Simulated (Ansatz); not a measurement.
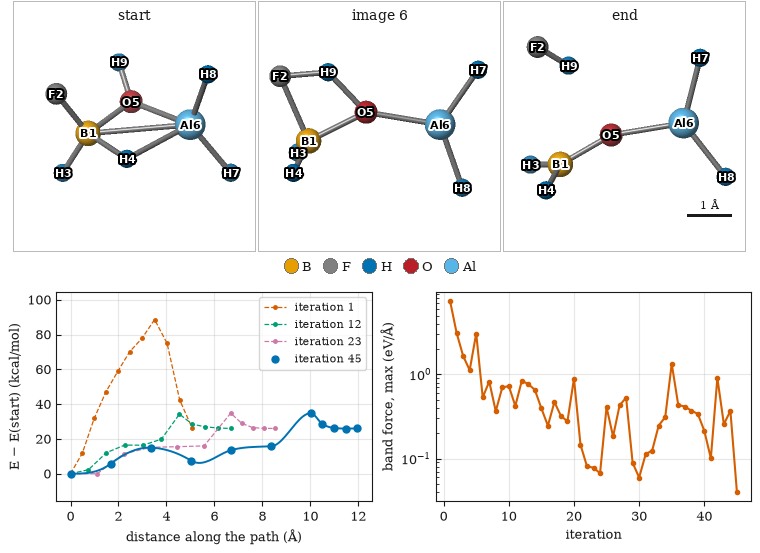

NEB run on AlBH5OF. Images are numbered from 0 (start) to 10 (end). The plot follows the band through its iterations. A ball-and-stick model, seen face on.

Computed with Ansatz, RKS B3LYP-D4/def2-SVP. Run with 9 movable images; climbing image; force threshold 0.05 eV/Å; iteration limit 60; starting path through a guess of the saddle point.

Q: Did the band converge, and can the barrier be trusted?

A: The run is converged, with reservations. The band converged in 45 iterations. The largest component of the band force went from 7.4 to 0.04 eV/Å. The climbing image converged on the top of the path. Its vibrational analysis gives one imaginary mode (907i cm⁻¹), as a transition state must have. The first iteration put the highest image at 88.6 kcal/mol. Forward barrier 34.8 kcal/mol, backward barrier 8.8 kcal/mol, with image 6 at the top; the reaction energy is +26.0 kcal/mol. The profile has 2 maxima (images 2, 6) with a dip at image 3 (+7.6 kcal/mol), so the process runs in steps.

Cost: 8.9 min on 2 threads of AMD EPYC 7R43 64-Core Processor (Zen 3), on a shared host, peak memory 0.17 GiB.
